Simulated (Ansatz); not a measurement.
Three curves of one kind of scan: energy against volume (even scaling of the relaxed cell, symmetry kept). Calculation: PBE (plane waves to 420 eV, PAW, scalar-relativistic; Ansatz, a program for electronic structure). Each is measured from its own zero (the relaxed starting cell). 

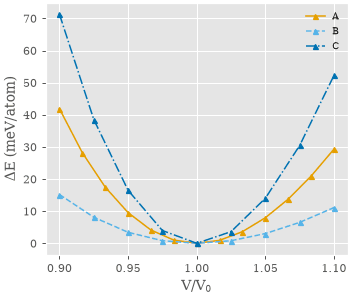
Figure. Curves A, B and C.

| V/V₀ | ΔE (meV/atom) |
|---|---|
| 0.900 | 41.9 |
| 0.933 | 17.5 |
| 0.967 | 4.1 |
| 1.000 | 0.0 |
| 1.033 | 3.6 |
| 1.067 | 13.8 |
| 1.100 | 29.3 |

Which curve does this table belong to?

Curve A, which is Mg$_{3}$Sb$_{2}$ (A-La2O3 type, space group P-3m1). The others: B is Se (trigonal-Se type, space group P3_121); C is Ti (hcp, Mg type).

All were relaxed with their symmetry unable to fall. Spin-orbit coupling is left out. Ti is run without spin polarisation.

(Under strain, the slope of the energy per volume gives the stress and its curvature an elastic modulus.)
